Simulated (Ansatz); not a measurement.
# Lattice dynamics of WSeS monolayer, Janus, part 2 of 3

Task: relax WSeS monolayer, Janus, then find its harmonic phonons.

Ansatz 0.2.0; DFT PBEsol, scalar-relativistic, plane waves, PAW.

So far. Step 4 (Tight relaxation): The largest force component left is 0.64 meV/Å, within the tolerances set.

### 5. Zone-centre response

The zone centre comes first: it holds the modes that light can see, as far as symmetry allows. The response to a homogeneous field gives the Born charges and the dielectric tensor, and its change with displacement the Raman tensors.

input.yaml reads:

```yaml
crystal:
  lattice:
    - [3.2069648559, 0.0, 0.0]
    - [-1.6034824279, 2.7773130343, 0.0]
    - [0.0, 0.0, 30.4]
  atoms:
    - { symbol: W, position: [0.3333333333, 0.6666666667, 0.3297467005] }
    - { symbol: S, position: [0.6666666667, 0.3333333333, 0.3801864976] }
    - { symbol: Se, position: [0.6666666667, 0.3333333333, 0.2736194334] }
  periodic: [true, true, false]
kpoints:
  mp_grid: { grid: [12, 12, 1] }
hamiltonian:
  xc: pbesol
scf:
  occupations: { method: fixed }
output:
  eigenvalues: true
phonons:
  method: dfpt
  dielectric: true
  raman: true
```

Launch:

```bash
> ansatz run input.yaml --threads 8 --pin off --max-ram 14336MiB --backend cpu --events-out ev --progress --plain --runs-dir out
```

Numbers of over 12 decimals in the logs are rounded to 6 here.

Log:

```text
Warning: phonons.dielectric: true without phonons.rigid_motions: the static dielectric tensor ε⁰ will be withheld (ε∞, Z* and the rows of modes are given); for a crystal or a slab, whose only rigid motions are the translations, set phonons.rigid_motions: translations
[...]
Crystal: 3 atoms, lattice volume = 270.765 Å³
Basis set: ecut = 420 eV, 5357 PW (Γ), exchange–correlation on 48×48×432 points (8 copies of the dense FFT grid, shifted against one another)
Bands: 22, of which v1, the nominal top of the filled ones, is band 18 counted from 1 (17 counted from 0)
Symmetry: 6 space group operations
k-points: 43 of 144 (irreducible under 2 space group operations, time reversal used)
[...]
SCF iter   1: F=—  HF=-16567.877031 eV  |F-HF|=—  |Δ(HF+E_count)|=         —  Δρ=3.85e-3  dr2=2.20e-1  ethr=1.77e-3  ⟨swp⟩=7.3  Hψ=5207  notcnv=0  defer=80
[...]
SCF iter  11: F=-16567.862706 eV  HF=-16567.862706 eV  |F-HF|=2.33e-10  |Δ(HF+E_count)|=   1.27e-9  Δρ=1.09e-7  dr2=7.22e-11  ethr=1.00e-12  ⟨swp⟩=21.4  Hψ=9929  notcnv=0
SCF 1 converged in 11 iterations: F = -16567.862706 eV  dr2 = 7.22e-11
[...]
DFPT response loops at Γ: preconditioner auto → none (the input reference at scf.mixing.eps_inf says where Resta's filter doesn't serve); β = 0.50; Broyden in place of MSR1
── the response to a field inside a basis, on 18×18×2 k-points: an SCF that follows is theirs, and a resumed run solves both again ──
Bands: 19, of which v1, the nominal top of the filled ones, is band 18 counted from 1 (17 counted from 0)
k-points: 171
[...]
Eigensolver: Dense (171 Hₖ)
SCF iter   1: F=—  HF=-16567.853106 eV  |F-HF|=—  |Δ(HF+E_count)|=         —  Δρ=9.41e-5  dr2=5.26e-6  ethr=1.00e-1
[...]
SCF iter   7: F=-16567.853110 eV  HF=-16567.853110 eV  |F-HF|=1.02e-10  |Δ(HF+E_count)|=  8.77e-10  Δρ=1.38e-7  dr2=5.86e-11  ethr=1.95e-12
SCF 1 converged in 7 iterations: F = -16567.853110 eV  dr2 = 5.86e-11
[...]
SCF converged after 11 iterations
Free energy (F): -16567.862706 eV
[...]
Internal energy: -16567.862706 eV  (E = F + TS)
E sigma→0 (E₀):  -16567.862706 eV
Fermi energy:    -5.462495 eV
[...]
--- Band table (eV; the first three rows and the last of 43) ---
  k-point 0: bands = [... 14 lower, -7.7593, -6.6845, -6.6845, -5.6004, -2.4203, -2.4203, -2.1487, -2.1487]
  k-point 1: bands = [... 14 lower, -7.9164, -6.8435, -6.7032, -5.6342, -2.6201, -2.5380, -2.3498, -2.1473]
  k-point 2: bands = [... 14 lower, -7.9040, -7.1193, -6.8643, -5.8524, -3.2179, -2.6073, -2.6035, -1.7216]
  k-point 42: bands = [... 14 lower, -8.9892, -8.7397, -7.3686, -5.9866, -3.1989, -2.2956, -2.1284, -0.4944]
--- Phonons (Γ-DFPT): 6 representative perturbations + reference, on 43 of 144 k-points (Σ response iterations 30) ---
  k mesh reduced under 2 symmetry operations, with k and −k counted as one. Each operation leaves every solved perturbation unchanged. A smaller set is not considered because the run solves the response to a homogeneous field
  ASR residual: 2.974e-4 → 0.000e0 eV/Å²; symmetrization residual: 1.589e-5 eV/Å²
  ASR residual per site (eV/Å²): 2.97e-4 6.38e-5 7.89e-6
  Γ frequencies (cm⁻¹): 0.00 0.00 0.00 202.57 202.57 280.62 331.02 331.02 418.85
  ε∞ (high-frequency dielectric tensor):
        3.771508     0.000000     0.000000
        0.000000     3.771508     0.000000
        0.000000     0.000000     1.175652
  α∞ (the layer's polarisability for a field applied outside it; Å, Gaussian; ε∞ is over the cell's 30.400 Å):
        6.704707     0.000000     0.000000
        0.000000     6.704707     0.000000
        0.000000     0.000000     0.424929
  ε⁰ (static dielectric tensor): not given — the deck does not say what the cell's rigid motions are, and on a molecule in a box or a wire the rigid rotations would enter the sum over the modes at Γ. For a crystal or a slab, whose only rigid motions are the translations, set phonons.rigid_motions: translations.
  Born effective charges Z* (e; rows j = field, columns β = displacement):
    site 0:
        -0.99208   -0.00000   -0.00000
        -0.00000   -0.99208   -0.00000
        -0.00000   -0.00000   -0.07090
    site 1:
         0.23554    0.00000    0.00000
         0.00000    0.23554   -0.00000
         0.00000   -0.00000    0.02867
    site 2:
         0.75654    0.00000    0.00000
         0.00000    0.75654    0.00000
         0.00000    0.00000    0.04223
  Z* charge neutrality: 1.143e-3 e pre-enforcement
  solved inside a basis spanned on kpoints, on 18×18×2 k-points transformed towards the longest dipole: ε∞ is read to err by 1.0e-2, Z* by 1.7e-2 e (field_mesh: kpoints solves on kpoints); Z* is corrected for what the basis lacks
  Raman tensors (in the event stream and the table raman_tensors.tsv): an entry may err by 1.1e-1 Å², one of the second-order susceptibility by 2.3e-2 pm/V (basis, points and sum rule); their sum over the sites missed zero by 2.818e-4 Å² ahead of its enforcement
  optical modes at Γ without the LO–TO term, one row a degenerate level:
      ω (cm⁻¹)  modes    IR ((D/Å)²/amu)  static Raman (Å⁴/amu)  depolarisation
        202.57      2             0.3422                12.9072           0.750
        280.62      1             0.0006               146.6287           0.112
        331.02      2             0.3191               160.0560           0.750
        418.85      1             0.0011                 0.1114           0.238
```

The job ended after 7.4 min (8 threads of Arm Neoverse V1, shared host; peak memory 3.7 GiB).

This step gave:

```
sum-rule residual before enforcement                    : 2.97e-4 eV/Å²
miss of the charge sum rule                             : 0.001143 e
estimated error of the dielectric tensor                : 0.01036
estimated error of the Born charges                     : 0.01719 e
point group                                             : 3m
highest optical mode at the zone centre (no LO-TO term) : 418.9 cm⁻¹
lowest optical zone-centre mode                         : 202.6 cm⁻¹
largest Born charge (third of the trace)                : -0.6850 e
```

Without the LO-TO term. Patterns of degenerate modes are one choice out of their space. Modes at Γ, with each element's share of the kinetic energy:

| mode | frequency (cm⁻¹) | symmetry | W % | S % | Se % |
| --- | --- | --- | --- | --- | --- |
| 1 | 0.0 | acoustic | 62 | 11 | 27 |
| 2 | 0.0 | acoustic | 62 | 11 | 27 |
| 3 | 0.0 | acoustic | 62 | 11 | 27 |
| 4 | 202.6 | E | 16 | 13 | 71 |
| 5 | 202.6 | E | 16 | 13 | 71 |
| 6 | 280.6 | A1 | 21 | 6 | 73 |
| 7 | 331.0 | E | 22 | 76 | 2 |
| 8 | 331.0 | E | 22 | 76 | 2 |
| 9 | 418.9 | A1 | 17 | 83 | 0 |

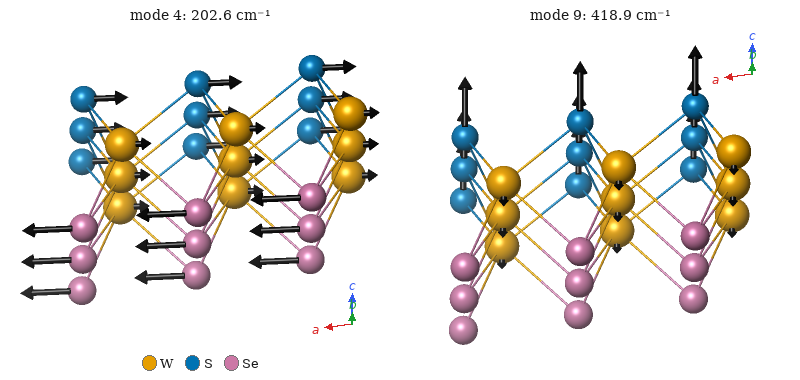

Displacement patterns of modes 4 and 9 at Γ; arrows are exaggerated. 3×3×1 cells are drawn.

High-frequency dielectric tensor, averaged over the cell of height 30.4 Å or as lengthened by the program, vacuum included. Tensor:

|  | x | y | z |
| --- | --- | --- | --- |
| x | 3.772 | 0 | 0 |
| y | 0 | 3.772 | 0 |
| z | 0 | 0 | 1.176 |

Born charge (rows field, columns displacement) (e), principal values of the symmetric part by kind of site:

| atom | atoms with these values | low | middle | high | mean |
| --- | --- | --- | --- | --- | --- |
| W1 | 1 | -0.9921 | -0.9921 | -0.0709 | -0.6850 |
| S2 | 1 | 0.0287 | 0.2355 | 0.2355 | 0.1666 |
| Se3 | 1 | 0.0422 | 0.7565 | 0.7565 | 0.5184 |

In full for W1:

```
-0.9921  0.0000  0.0000
 0.0000 -0.9921  0.0000
 0.0000  0.0000 -0.0709
```

Transverse modes. Infrared lines, with heights relative to the strongest:

| position (cm⁻¹) | label | relative intensity |
| --- | --- | --- |
| 203 | E | 100 |
| 281 | A1 | 0.2 |
| 331 | E | 93 |
| 419 | A1 | 0.3 |

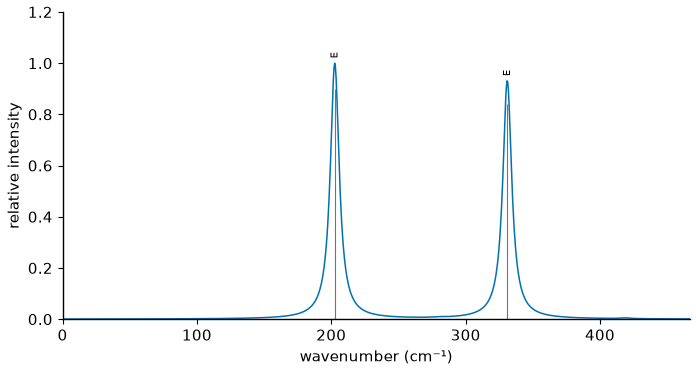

The infrared spectrum, broadened with Lorentzians of width 8 cm⁻¹; bars mark the lines.

Activity x (w_L - w)^4 (n + 1)/w, 532 nm, 300 K; the tensors are static ones, while 532 nm light lies above the computed direct gap, where resonance would change the heights. Raman lines, with heights relative to the strongest:

| position (cm⁻¹) | label | relative intensity |
| --- | --- | --- |
| 203 | E | 15 |
| 281 | A1 | 100 |
| 331 | E | 85 |
| 419 | A1 | 0.0 |

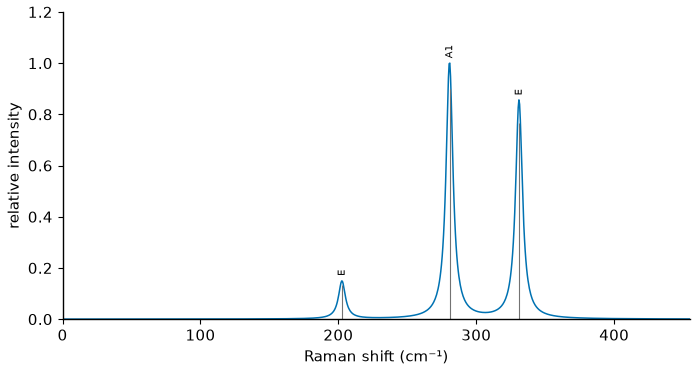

The Raman spectrum, broadened with Lorentzians of width 6 cm⁻¹; bars mark the lines.

Before it was imposed, the acoustic sum rule was missed by 3.0e-4 eV/Å² and the charge sum rule by 0.0011 e. Small misses are needed for a sound result but don't prove that mesh and cutoff are converged. The lowest optical mode is real, 203 cm⁻¹.

### 6. Response at finite wavevector

Stability and thermal properties need the whole zone. Linear response on a 6×6×1 q mesh gives force constants as far as a supercell of that size would, and the tensors from the zone-centre run are typed in so that the long-range dipole term is interpolated apart.

input.yaml, the sections that differ from step 5:

```yaml
phonons:
  method: dfpt
  qmesh: [6, 6, 1]
  temperatures: { t_max: 1000, t_step: 50 }
  qpath:
    path:
      - [0.0, 0.0, 0.0]
      - [0.5, 0.0, 0.0]
      - [0.33333333, 0.33333333, 0.0]
      - [0.0, 0.0, 0.0]
    npoints: 10
  isolated: true
  non_analytic_term:
    high_frequency_dielectric_tensor: [[3.7715, 0.0, 0.0], [0.0, 3.7715, 0.0], [0.0, 0.0, 1.1757]]
    born_effective_charges:
      - { species: W, tensor: [[-0.9921, 0.0, 0.0], [0.0, -0.9921, 0.0], [0.0, 0.0, -0.0709]] }
      - { species: S, tensor: [[0.2355, 0.0, 0.0], [0.0, 0.2355, 0.0], [0.0, 0.0, 0.0287]] }
      - { species: Se, tensor: [[0.7565, 0.0, 0.0], [0.0, 0.7565, 0.0], [0.0, 0.0, 0.0422]] }
    source: "zone-centre run at this cell"
# crystal, kpoints, hamiltonian, scf, output: as in step 5
```

Log:

```text
Warning: phonons: the dynamical matrix that this run interpolates holds no multipole term above the dipole-dipole one, and a site of this crystal is no centre of inversion, so its interpolated transverse optical and acoustic branches and sound speeds can stay off near Gamma, and the density of states and the thermodynamics with them. What a run solves at a wave vector of phonons.qpoints, Gamma apart, where the deck admits one, is free of this, and under fd what a larger phonons.supercell samples
[...]
Crystal: 3 atoms, lattice volume = 270.765 Å³
Basis set: ecut = 420 eV, 5357 PW (Γ), exchange–correlation on 48×48×432 points (8 copies of the dense FFT grid, shifted against one another)
Bands: 22, of which v1, the nominal top of the filled ones, is band 18 counted from 1 (17 counted from 0)
Symmetry: 6 space group operations
k-points: 19 of 144 (time reversal used)
[...]
SCF iter   1: F=—  HF=-16567.876932 eV  |F-HF|=—  |Δ(HF+E_count)|=         —  Δρ=3.85e-3  dr2=2.21e-1  ethr=1.77e-3  ⟨swp⟩=7.2  Hψ=2282  notcnv=0  defer=35
[...]
SCF iter  13: F=-16567.862706 eV  HF=-16567.862706 eV  |F-HF|=4.73e-11  |Δ(HF+E_count)|=  1.46e-11  Δρ=2.44e-8  dr2=6.81e-12  ethr=1.00e-12  ⟨swp⟩=9.0  Hψ=2200  notcnv=0
SCF 1 converged in 13 iterations: F = -16567.862706 eV  dr2 = 6.81e-12
[...]
NSCF: frozen V_eff on 19 k-points
[...]
DFPT response loops at q = (0, 0, 0) (fractional): preconditioner auto → none (the input reference at scf.mixing.eps_inf says where Resta's filter doesn't serve); β = 0.50; Broyden in place of MSR1
[...]
SCF converged after 13 iterations
Free energy (F): -16567.862706 eV
[...]
Internal energy: -16567.862706 eV  (E = F + TS)
E sigma→0 (E₀):  -16567.862706 eV
Fermi energy:    -5.462489 eV
[...]
--- Band table (eV; the first three rows and the last of 19) ---
  k-point 0: bands = [... 14 lower, -7.7592, -6.6845, -6.6845, -5.6004, -2.4203, -2.4203, -2.1487, -2.1487]
  k-point 1: bands = [... 14 lower, -7.9164, -6.8435, -6.7032, -5.6342, -2.6201, -2.5380, -2.3498, -2.1473]
  k-point 2: bands = [... 14 lower, -7.9040, -7.1193, -6.8643, -5.8524, -3.2179, -2.6073, -2.6035, -1.7216]
  k-point 18: bands = [... 14 lower, -9.2675, -8.7818, -7.8099, -5.4625, -3.6314, -2.3716, -1.5501, 0.0003]
--- Phonons (Γ-DFPT): 6 representative perturbations + reference (Σ response iterations 27) ---
  ASR residual: 7.749e-5 → 0.000e0 eV/Å²; symmetrization residual: 1.574e-5 eV/Å²
  ASR residual per site (eV/Å²): 7.75e-5 2.13e-5 2.66e-5
  Γ frequencies (cm⁻¹): 0.00 0.00 0.00 202.57 202.57 280.62 331.02 331.02 418.85
--- Phonons (arbitrary-q DFPT): 7 irreducible q on the 6×6×1 mesh ---
  q = [0.0000, 0.0000, 0.0000] (star 1, of the zone-centre solve; hermiticity 1.01e-6, symmetrization 2.73e-11): -0.00 -0.00 0.00 202.57 202.57 280.62 331.02 331.02 418.85
  q = [0.0000, 0.1667, 0.0000] (star 6, 9 solved perturbations on 78 of 144 k-point pairs; hermiticity 8.01e-7, symmetrization 4.31e-10): 35.56 61.14 93.44 207.84 218.70 272.54 330.58 337.67 403.37
[...]
q = [0.1667, 0.1667, 0.0000] (star 6, 6 solved perturbations in 666 linear systems a pass and spin channel, the states on 144 of 144 k-point pairs; hermiticity 2.77e-7, symmetrization 5.22e-10): 80.09 103.72 129.27 218.14 229.00 262.32 331.23 344.72 383.95
[...]
sum rule: each row above includes the acoustic sum rule's correction from the zone centre's row sums; it moved no ω² by more than (0.42 cm⁻¹)²
  mesh force constants: q→R imaginary residual 8.36e-19; ASR residual 7.749e-5 → 0.000e0 eV/Å²; symmetrization residual 2.132e-14 eV/Å²
  interpolated dispersion: 31 rows × 9 modes
  density of states and harmonic sums: on the 24×24×1 q-mesh, interpolated from the force constants of a 6×6×1 supercell (with the dipole–dipole term of supplied tensors)
  largest difference from the sums on the solved wave vectors: F 2.79e-2 eV, S 3.47e-5 and C_V 6.73e-6 eV/K
  zero-point energy: 0.129960 eV/cell   skipped modes (ω ≤ 0): 3   left out of the sums: 5.79e-4 of the cell's modes: C_V's classical limit lies that fraction below 3 k_B per atom; for a crystal, a wire or a layer, F and S can be off by more, and a phonons.interpolated_qmesh denser along its periods is the remedy for the sampling
```

Wall time 7.7 min (8 threads); peak memory 2.4 GiB; 60 min of CPU time.

Numbers from this step:

```
sum-rule residual before enforcement                       : 7.75e-5 eV/Å²
lowest frequency on the path                               : 0 cm⁻¹
highest frequency on the path or at a solved wavevector    : 418.9 cm⁻¹
mean frequency                                             : 232.9 cm⁻¹
lowest mode on the q mesh (acoustic modes at Γ apart)      : 35.56 cm⁻¹
zero-point energy per atom                                 : 43.32 meV
heat capacity at 300 K                                     : 22.15 J/(mol atoms K)
vibrational entropy at 300 K                               : 27.08 J/(mol atoms K)
edges of the widest gap between branches, on path and mesh : 280.6, 327.6 cm⁻¹
```

Frequencies (cm⁻¹) solved at each irreducible wavevector; negative means imaginary. Frequencies by wavevector, by row:

| q in reciprocal lattice units | star | mode 1 | mode 2 | mode 3 | mode 4 | mode 5 | mode 6 | mode 7 | mode 8 | mode 9 |
| --- | --- | --- | --- | --- | --- | --- | --- | --- | --- | --- |
| 0 0 0 | 1 | 0 | 0 | 0 | 202.6 | 202.6 | 280.6 | 331 | 331 | 418.9 |
| 0 0.1667 0 | 6 | 35.6 | 61.1 | 93.4 | 207.8 | 218.7 | 272.5 | 330.6 | 337.7 | 403.4 |
| 0 0.3333 0 | 6 | 97.8 | 100.3 | 143.8 | 216 | 233.4 | 260.4 | 328.4 | 349.5 | 379.6 |
| 0 -0.5 0 | 3 | 111.1 | 129.9 | 150.6 | 219.4 | 236.3 | 254.8 | 327.6 | 356.3 | 371.7 |
| 0.1667 0.1667 0 | 6 | 80.1 | 103.7 | 129.3 | 218.1 | 229 | 262.3 | 331.2 | 344.7 | 383.9 |
| 0.1667 0.3333 0 | 12 | 120.7 | 126.9 | 144.2 | 228 | 235.9 | 250.4 | 334 | 352.5 | 367.4 |
| 0.3333 0.3333 0 | 2 | 120.7 | 133.2 | 157.5 | 232.4 | 239.2 | 243.8 | 345.1 | 348.4 | 358.1 |

Interpolated from a 6×6×1 q mesh, with the LO-TO term (at Γ the limit along the path; where Γ stands inside the path, tables give the limit on arrival). Phonon branches along the path, in cm⁻¹:

| point | branch 1 | branch 2 | branch 3 | branch 4 | branch 5 | branch 6 | branch 7 | branch 8 | branch 9 |
| --- | --- | --- | --- | --- | --- | --- | --- | --- | --- |
| Γ | 0 | 0 | 0 | 203 | 203 | 281 | 331 | 331 | 419 |
| M | 111 | 130 | 151 | 219 | 236 | 255 | 328 | 356 | 372 |
| K | 121 | 133 | 158 | 232 | 239 | 244 | 345 | 348 | 358 |
| Γ | 0 | 0 | 0 | 203 | 203 | 281 | 331 | 331 | 419 |

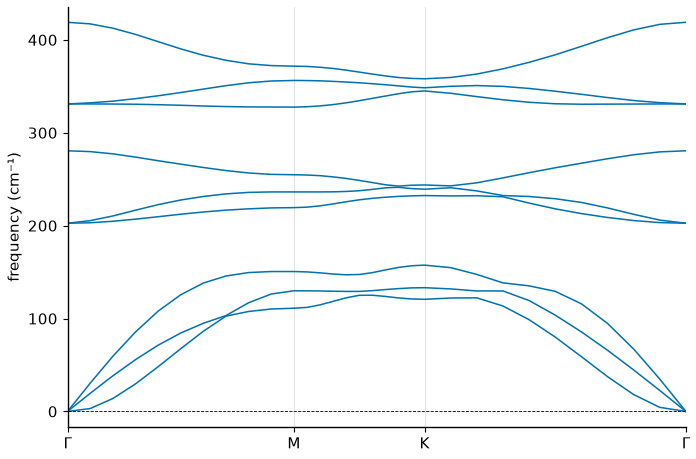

Phonon branches along the path.

The phonon density of states has structure finer than the step of the table below, so its rows give means over 20 cm⁻¹, whole bins alone (the curve runs from 2.5 to 418 cm⁻¹). Peaks (cm⁻¹: height): 122.5: 0.0645, 147.5: 0.0584, 232.5: 0.084, 252.5: 0.0456, 332.5: 0.115, 352.5: 0.0829, 372.5: 0.0439.

Tetrahedra on a 24×24×1 mesh, mean over bins of 5 cm-1. Interpolated from a 6×6×1 q mesh. Table of phonon density of states by wavenumber; means over each step:

| wavenumber (cm⁻¹) | phonon density of states (1/cm⁻¹/cell) |
| --- | --- |
| 20 | 0.00419 |
| 40 | 0.00644 |
| 60 | 0.00925 |
| 80 | 0.0135 |
| 100 | 0.0239 |
| 120 | 0.0488 |
| 140 | 0.0347 |
| 160 | 0.00783 |
| 180 | 0 |
| 200 | 0.00929 |
| 220 | 0.0510 |
| 240 | 0.0504 |
| 260 | 0.0318 |
| 280 | 0.00744 |
| 300 | 0 |
| 320 | 0.0184 |
| 340 | 0.0595 |
| 360 | 0.0374 |
| 380 | 0.0232 |
| 400 | 0.00889 |

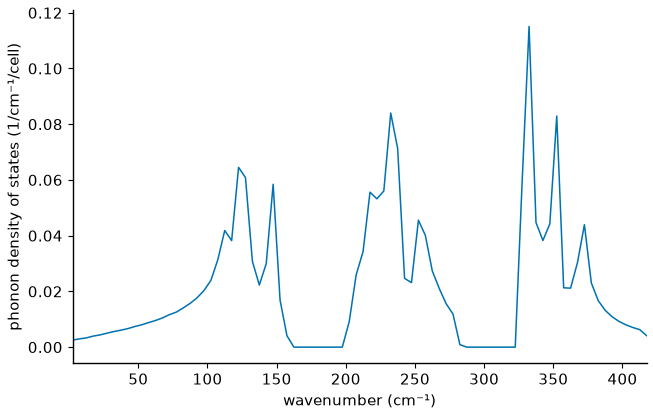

Phonon density of states against wavenumber.

The partial phonon density of states has structure finer than the step of the table below, so its rows give means over 25 cm⁻¹, whole bins alone (the curve runs from -10 to 441 cm⁻¹). Peaks (cm⁻¹: height): S 330.7: 0.0809, 350.6: 0.0585, 370.4: 0.0328; Se 126.3: 0.0153, 234.2: 0.0617, 254.0: 0.0294; W 126.3: 0.0389, 146.2: 0.0301, 231.3: 0.0151, 254.0: 0.0122, 330.7: 0.0176.

Phonopy on the run's constants, 21x21x1 mesh, Gaussian sigma 3.2 cm-1. Interpolated from a 6×6×1 q mesh. Partial phonon density of states against wavenumber; means over each step; values in 1/cm⁻¹/cell:

| wavenumber (cm⁻¹) | S | Se | W |
| --- | --- | --- | --- |
| 25 | 5.5e-4 | 0.00139 | 0.00297 |
| 50 | 8.1e-4 | 0.00215 | 0.00444 |
| 75 | 0.00125 | 0.00368 | 0.00730 |
| 100 | 0.00213 | 0.00770 | 0.0148 |
| 125 | 0.00299 | 0.0124 | 0.0297 |
| 150 | 0.00138 | 0.00643 | 0.0162 |
| 175 | 2.8e-6 | 2.1e-5 | 3.2e-5 |
| 200 | 0.00125 | 0.00765 | 0.00213 |
| 225 | 0.00412 | 0.0429 | 0.0130 |
| 250 | 0.00171 | 0.0249 | 0.00943 |
| 275 | 0.00100 | 0.00913 | 0.00273 |
| 300 | 1.4e-6 | 1.4e-5 | 3.3e-6 |
| 325 | 0.0315 | 4.0e-4 | 0.00671 |
| 350 | 0.0396 | 3.0e-4 | 0.00502 |
| 375 | 0.0226 | 3.8e-4 | 0.00294 |
| 400 | 0.00763 | 2.0e-5 | 0.00133 |
| 425 | 0.00127 | 3.0e-6 | 2.5e-4 |

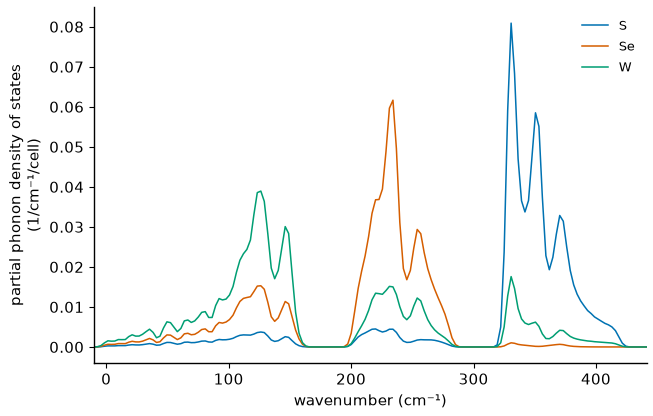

Partial phonon density of states, plotted against wavenumber.

[end of part 2 of 3]

[Logs are printed without paths, hosts, clocks, repeated set-up lines and the standing remarks that a program may print on its own settings, such as how far it seeks lower states.]

[Hosts, paths, dates, database ids (printed as entryN), source tags and the programs' standing remarks are cut or masked in the printed files.]
